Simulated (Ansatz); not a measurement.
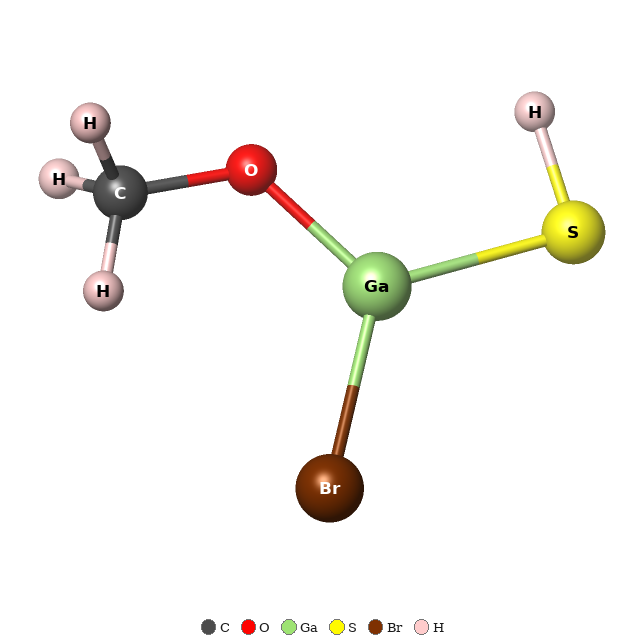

The picture shows a molecular structure as a ball-and-stick model.

Count the atoms of each element.

Answer. CH₄BrGaOS, 9 atoms: 1 carbon, 4 hydrogen, 1 bromine, 1 gallium, 1 oxygen and 1 sulfur.

Count the bonded pairs by element.

Answer. 3 C–H, 1 C–O, 1 Ga–O, 1 Ga–S, 1 Br–Ga, 1 S–H.

How many sets of symmetry-equivalent atoms are there?

Answer. 8: 1 C, 1 O, 1 Ga, 1 S, 1 Br, 2 H, 1 H, 1 H.

Give the symmetry (Schoenflies symbol).

Answer. Cs.

Give a SMILES string for it.

Answer. C[O][Ga]([SH])[Br]

The parts below concern this one geometry. Atoms keep their numbers from picture to picture. Computed geometry: PBE0-D4/def2-TZVP optimisation.

**Shape**

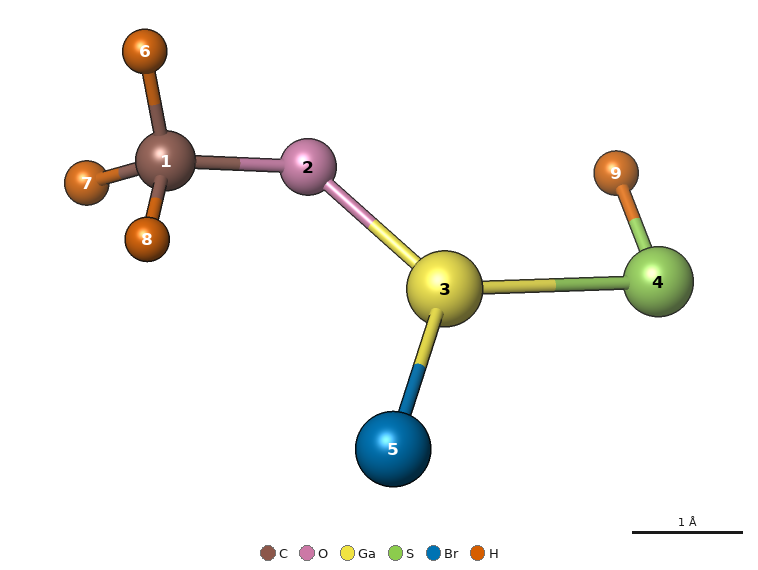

Atoms carry their numbers in the input.

Describe the coordination of atom 1.

Answer. C1 has 4 neighbours (O2 at 1.41, H6 at 1.09, H7 at 1.09, H8 at 1.10 Å); the arrangement is tetrahedral.

Describe the coordination of atom 4.

Answer. S4 has 2 neighbours (Ga3 at 2.18, H9 at 1.35 Å); the arrangement is bent.

Describe the coordination of atom 2.

Answer. O2 has 2 neighbours (C1 at 1.41, Ga3 at 1.77 Å); the arrangement is bent.

Describe the coordination of atom 3.

Answer. Ga3 has 3 neighbours (O2 at 1.77, S4 at 2.18, Br5 at 2.28 Å); the arrangement is trigonal planar.

What is the dihedral angle C1–O2–Ga3–S4?

Answer. 180° in size, that is anti.

**Dipole moment**

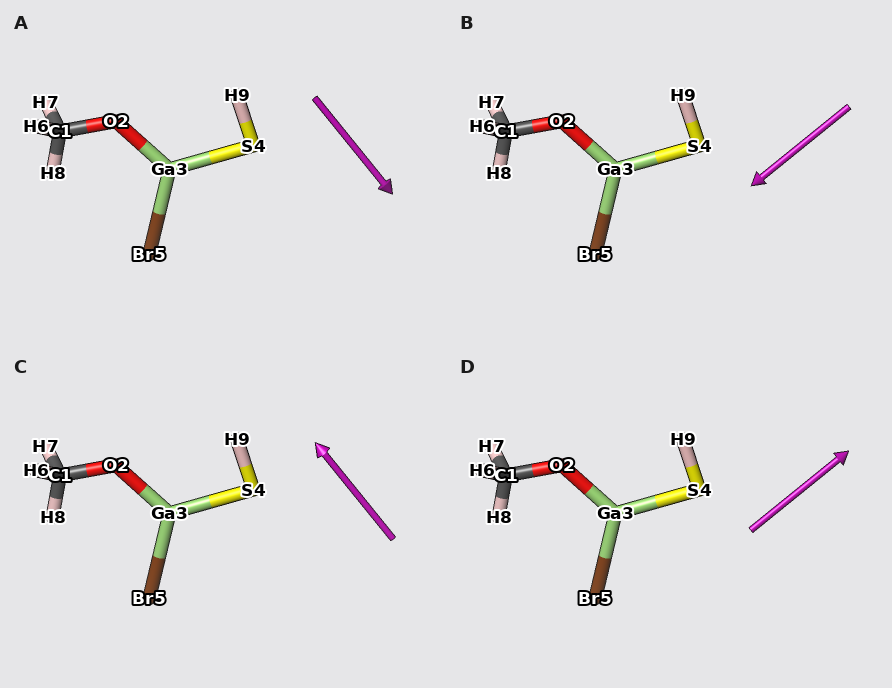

The same molecule four times, each with an arrow. Method: RKS B3LYP-D4/def2-TZVPP (Ansatz 0.2.0).

Which arrow points along the dipole moment, from the negative to the positive end?

Answer. C. The dipole moment is 1.23 D; it points from the side of Br5 to the side of H6, H7 (the outermost atoms at the two ends).

**Electronic properties**

Properties computed with RKS PBE0-D4/def2-TZVPP (Ansatz 0.2.0).

Give the HOMO energy (Kohn–Sham orbital) at this level.

Answer. −7.93 eV.

Estimate the vertical ionisation energy.

Answer. 9.81 eV.

What is the HOMO–LUMO gap?

Answer. 6.71 eV.

Give the dispersion correction at this level.

Answer. −20.5 kJ/mol.

**Vibrations**

Harmonic vibrations computed with RKS PBE0-D4/def2-TZVP (Ansatz 0.2.0) at a stationary point of the same level.

How many vibrational modes are there, and where do they lie?

Answer. 21 modes: 62, 87, 93, 97, 152, 266, 269, 290, 434, 628, 713, 1124, 1177, 1205, 1478, 1492, 1499, 2703, 3015, 3084, 3092 cm⁻¹.

**Charges**

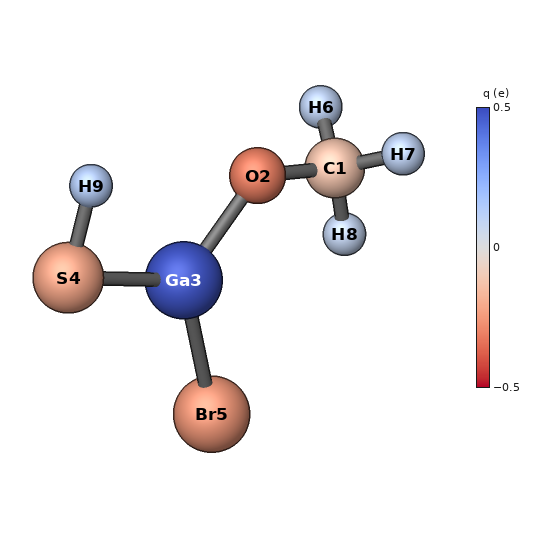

Atoms are coloured by their Mulliken charges. Method: RKS PBE-D4/def2-TZVPP (Ansatz 0.2.0).

Give the Mulliken charges atom by atom.

| atom | value (e) |
| --- | --- |
| C1 | −0.12 |
| O2 | −0.30 |
| Ga3 | 0.47 |
| S4 | −0.21 |
| Br5 | −0.24 |
| H6 | 0.10 |
| H7 | 0.10 |
| H8 | 0.08 |
| H9 | 0.13 |

Mulliken values depend strongly on the basis set and can even reverse the polarity of a bond.
